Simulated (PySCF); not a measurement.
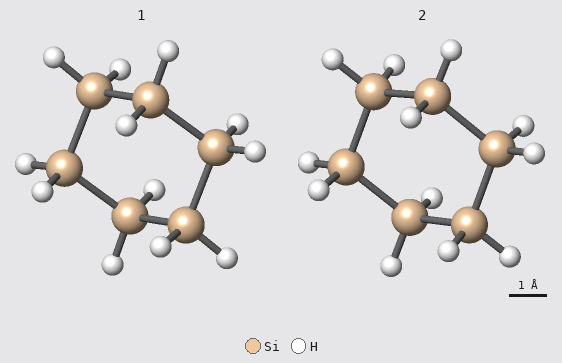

Two geometries of Si$_{6}$H$_{12}$, drawn at one scale. One is the start of a relaxation, the other its converged end. The picture is a ball-and-stick view, seen at a tilt.

These are results of PySCF 2.14.0, density-fitted response routines, PBE0-D3(BJ)/def2-SVP geometry optimisation, gas phase, not measurements. 

Q: Which one is relaxed?

A: Structure 1 is the relaxed one. The start comes from GFN2-xTB. Its atoms were then displaced at random by about 0.01 Å. Over 9 geometry steps the energy falls by 7.16 kcal/mol. The atom that moves furthest after the best rigid fit is an H atom (0.25 Å). Largest moves by element: H 0.25 Å, Si 0.12 Å. Some distances before and after: H–Si 1.424 → 1.498 Å, H–Si 1.448 → 1.498 Å, Si–Si 2.306 → 2.347 Å, H–Si 1.479 → 1.497 Å. Bond angles that change, for instance: H–Si–H 101.9° → 108.6°, H–Si–H 102.7° → 108.5°, Si–Si–Si 113.8° → 108.7°.
